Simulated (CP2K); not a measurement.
# S2F2 (Difluorodisulfane) at HF/3-21G

What is the vertical ionisation energy of S2F2 (Difluorodisulfane) at HF/3-21G? 

Program for the calculation: CP2K 2026.2.

5 further runs of the same task are left out: 5 that didn't finish.

## Step 1: The structure to begin with

The species is S2F2 (4 atoms), meant as a singlet with charge 0. As SMILES, `FSSF`. The coordinates come from a PBE0-D4/def2-TZVP relaxation.

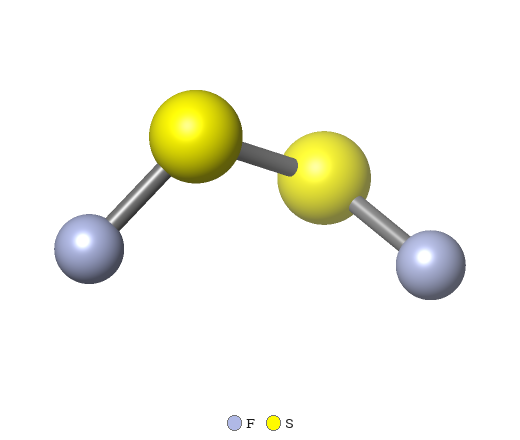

The structure, seen from a chosen angle (fluorine light blue, sulfur yellow).

## Step 2: A single-point energy at HF/3-21G

The input, job.inp:

```
&GLOBAL
   PROJECT_NAME job
   RUN_TYPE ENERGY
   PRINT_LEVEL MEDIUM
&END GLOBAL

&FORCE_EVAL
   METHOD Quickstep
   &DFT
      BASIS_SET_FILE_NAME ./3_21g.basis
      POTENTIAL_FILE_NAME POTENTIAL
      &QS
         METHOD GAPW
         EPS_DEFAULT 1.0E-10
      &END QS
      &MGRID
         CUTOFF 280
         REL_CUTOFF 50
         NGRIDS 4
      &END MGRID
      &POISSON
         PERIODIC NONE
         POISSON_SOLVER MULTIPOLE
      &END POISSON
      &SCF
         SCF_GUESS ATOMIC
         EPS_SCF 1.0E-07
         MAX_SCF 80
         ADDED_MOS 10
         &DIAGONALIZATION
            ALGORITHM STANDARD
         &END DIAGONALIZATION
         &MIXING
            METHOD DIRECT_P_MIXING
            ALPHA 0.4
         &END MIXING
      &END SCF
      &XC
         &XC_FUNCTIONAL NONE
         &END XC_FUNCTIONAL
         &HF
            FRACTION 1
            &SCREENING
               EPS_SCHWARZ 1.0E-10
            &END SCREENING
            &MEMORY
               MAX_MEMORY 1050
            &END MEMORY
         &END HF
      &END XC
      &PRINT
         &MOMENTS
            PERIODIC F
            REFERENCE COM
            MAX_MOMENT 1
         &END MOMENTS
         &MO ON
            ENERGIES T
            OCCUPATION_NUMBERS T
            NDIGITS 6
            &EACH
               QS_SCF 0
            &END EACH
            ADD_LAST NUMERIC
         &END MO
         &LOWDIN ON
         &END LOWDIN
         &HIRSHFELD OFF
         &END HIRSHFELD
         &MO_MOLDEN ON
            NDIGITS 8
         &END MO_MOLDEN
      &END PRINT
   &END DFT
   &SUBSYS
      &CELL
         ABC 10 8.1 9.1
         PERIODIC NONE
      &END CELL
      &COORD
         UNIT bohr
         F     -3.3707990    -0.3778129    -1.1746349
         S     -0.8837682     1.4440342    -1.1950061
         S      1.9747449    -0.5223014    -0.3490702
         F      2.2797845    -0.5439010     2.7187112
      &END COORD
      &TOPOLOGY
         &CENTER_COORDINATES
         &END CENTER_COORDINATES
      &END TOPOLOGY
      &KIND F
         BASIS_SET 3-21G
         POTENTIAL ALL
         LEBEDEV_GRID 194
         RADIAL_GRID 100
      &END KIND
      &KIND S
         BASIS_SET 3-21G
         POTENTIAL ALL
         LEBEDEV_GRID 194
         RADIAL_GRID 100
      &END KIND
   &END SUBSYS
&END FORCE_EVAL
```

The run is started by

```console
OMP_NUM_THREADS=1 cp2k.psmp -i job.inp > job.out 2>&1
```

Standard output:

```text
CP2K| version string:                                       CP2K version 2026.2
[...]
 GLOBAL| Method name                                                        CP2K
[...]
 GLOBAL| Run type                                                         ENERGY
[...]
 DFT| Spin restricted Kohn-Sham (RKS) calculation                            RKS
 DFT| Multiplicity                                                             1
[...]
 DFT| Charge                                                                   0
[...]
 QS| Method:                                                                GAPW
[...]
 QS| Density cutoff [a.u.]:                                                140.0
[...]
 QS| Relative density cutoff [a.u.]:                                        25.0
[...]
                             - Atoms:                                          4
[...]
                             - Spherical basis functions:                     44
[...]
 Number of electrons:                                                         50
[...]
     1 P_Mix/Diag. 0.40E+00    0.4     0.29428199      -989.3833303541 -9.89E+02
[...]
    16 DIIS/Diag.  0.94E-07    0.1     0.00000009      -988.7872229918 -4.55E-13
  *** SCF run converged in    16 steps ***
[...]
  Overlap energy of the core charge distribution:               0.00000013800841
  Self energy of the core charge distribution:               -553.01376362727649
  Core Hamiltonian energy:                                   -460.99976361742836
  Hartree energy:                                              84.53217056084438
  Exchange-correlation energy:                                  0.00000000000000
  Hartree-Fock Exchange energy:                               -70.25595728800535
[...]
                     Mulliken Population Analysis
 #  Atom  Element  Kind  Atomic population                           Net charge
       1     F        1          9.435571                             -0.435571
       2     S        2         15.565045                              0.434955
       3     S        2         15.563831                              0.436169
       4     F        1          9.435553                             -0.435553
 # Total charge                             50.000000                 -0.000000
[...]
  Dipole moment [Debye]
    X=  0.9219386E+00 Y=  0.7717951E+00 Z= -0.1292871E+01  Total=      1.7655464
 ENERGY| Total FORCE_EVAL ( QS ) energy [hartree]           -988.787222991787417
[...]
```

Run time: 3.3 s. Hardware: 1 thread of Arm Neoverse V2, shared host; peak memory 0.41 GiB.

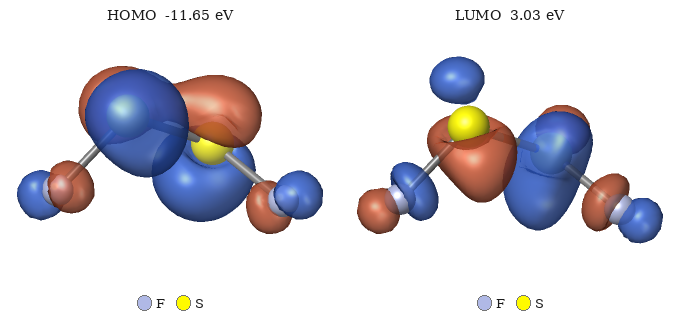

Frontier orbitals of this run, surfaces at ±0.2 Å^-3/2.

## Step 3: The doublet cation, same level

The input, run.inp:

```
&GLOBAL
   PROJECT_NAME run
   RUN_TYPE ENERGY
   PRINT_LEVEL MEDIUM
&END GLOBAL
&FORCE_EVAL
   METHOD QUICKSTEP
   &DFT
      BASIS_SET_FILE_NAME ./3_21g.basis
      POTENTIAL_FILE_NAME POTENTIAL
      CHARGE 1
      MULTIPLICITY 2
      UKS T
      &QS
         METHOD GAPW
         EPS_DEFAULT 1.0E-10
      &END QS
      &MGRID
         CUTOFF 280
         REL_CUTOFF 50
         NGRIDS 4
      &END MGRID
      &POISSON
         PERIODIC NONE
         POISSON_SOLVER MULTIPOLE
      &END POISSON
      &SCF
         SCF_GUESS ATOMIC
         EPS_SCF 1.0E-07
         MAX_SCF 150
         ADDED_MOS 5
         &DIAGONALIZATION
            ALGORITHM STANDARD
         &END DIAGONALIZATION
         &MIXING
            METHOD DIRECT_P_MIXING
            ALPHA 0.4
         &END MIXING
      &END SCF
      &XC
         &XC_FUNCTIONAL NONE
         &END XC_FUNCTIONAL
         &HF
            FRACTION 1
            &SCREENING
               EPS_SCHWARZ 1.0E-10
               SCREEN_ON_INITIAL_P F
            &END SCREENING
            &INTERACTION_POTENTIAL
               POTENTIAL_TYPE COULOMB
            &END INTERACTION_POTENTIAL
            &MEMORY
               MAX_MEMORY 1050
            &END MEMORY
         &END HF
      &END XC
      &PRINT
         &MOMENTS
            PERIODIC F
            REFERENCE COM
            MAX_MOMENT 1
         &END MOMENTS
         &MO ON
            ENERGIES T
            OCCUPATION_NUMBERS T
            NDIGITS 6
            &EACH
               QS_SCF 0
            &END EACH
            ADD_LAST NUMERIC
         &END MO
         &LOWDIN ON
         &END LOWDIN
         &HIRSHFELD OFF
         &END HIRSHFELD
      &END PRINT
   &END DFT
   &SUBSYS
      &CELL
         ABC [angstrom] 10 8.1 9.1
         PERIODIC NONE
      &END CELL
      &COORD
         F      3.504920     3.611905     3.525255
         S      4.821000     4.575985     3.514475
         S      6.333660     3.535445     3.962125
         F      6.495080     3.524015     5.585525
      &END COORD
      &KIND F
         BASIS_SET 3-21G
         POTENTIAL ALL
         LEBEDEV_GRID 194
         RADIAL_GRID 100
      &END KIND
      &KIND S
         BASIS_SET 3-21G
         POTENTIAL ALL
         LEBEDEV_GRID 194
         RADIAL_GRID 100
      &END KIND
   &END SUBSYS
&END FORCE_EVAL
```

The run is started by

```console
OMP_NUM_THREADS=1 cp2k.psmp -i run.inp > run.out 2>&1
```

Standard output:

```text
CP2K| version string:                                       CP2K version 2026.2
[...]
 GLOBAL| Method name                                                        CP2K
[...]
 GLOBAL| Run type                                                         ENERGY
[...]
 DFT| Spin unrestricted (spin-polarized) Kohn-Sham calculation               UKS
 DFT| Multiplicity                                                             2
[...]
 DFT| Charge                                                                   1
[...]
 QS| Method:                                                                GAPW
[...]
 QS| Density cutoff [a.u.]:                                                140.0
[...]
 QS| Relative density cutoff [a.u.]:                                        25.0
[...]
                             - Atoms:                                          4
[...]
                             - Spherical basis functions:                     44
[...]
 Number of electrons:                                                         25
[...]
     1 P_Mix/Diag. 0.40E+00    0.5     0.16939509      -977.0153090783 -9.77E+02
[...]
    49 DIIS/Diag.  0.41E-05    0.2     0.00000010      -988.3860314069  8.64E-12
  *** SCF run converged in    49 steps ***
[...]
  Overlap energy of the core charge distribution:               0.00000013800835
  Self energy of the core charge distribution:               -553.01376362727649
  Core Hamiltonian energy:                                   -461.63686645616281
  Hartree energy:                                              85.14321298954553
  Exchange-correlation energy:                                  0.00000000000000
  Hartree-Fock Exchange energy:                               -69.81691596009654
[...]
  Ideal and single determinant S**2 :                    0.750000       0.794302
[...]
                     Mulliken Population Analysis
 #  Atom  Element  Kind  Atomic population (alpha,beta) Net charge  Spin moment
       1     F        1         4.704613     4.599148    -0.303762     0.105465
       2     S        2         7.794323     7.405182     0.800495     0.389141
       3     S        2         7.796235     7.397018     0.806747     0.399217
       4     F        1         4.704828     4.598652    -0.303480     0.106176
 # Total charge and spin       25.000000    24.000000     1.000000     1.000000
[...]
  Dipole moment [Debye]
    X=  0.1073156E+01 Y=  0.8733060E+00 Z= -0.1479866E+01  Total=      2.0259146
 ENERGY| Total FORCE_EVAL ( QS ) energy [hartree]           -988.386031406872689
[...]
```

It took 12 s on 1 thread of Arm Neoverse V2, shared host; peak memory 0.43 GiB.

## Step 4: What came out

At HF/3-21G:

| quantity | value |
| --- | --- |
| singlet S2F2: total energy | -988.78722 Eh |
| singlet S2F2: dipole moment | 1.77 D |
| singlet S2F2: HOMO energy | -11.65 eV |
| singlet S2F2: LUMO energy | 3.03 eV |
| singlet S2F2: HOMO–LUMO gap | 14.68 eV |
| doublet cation: total energy | -988.38603 Eh |
| doublet cation: HOMO energy (highest over α and β) | -18.25 eV |
| doublet cation: LUMO energy (lowest over α and β) | -10.18 eV |
| doublet cation: ⟨S²⟩ | 0.794 |
| vertical ionisation energy (to the doublet cation) | 10.917 eV |

What this shows: The vertical ionisation energy comes to 10.92 eV (252 kcal/mol). The negative HOMO energy of the first species, 11.65 eV, lies 0.73 eV above that difference.
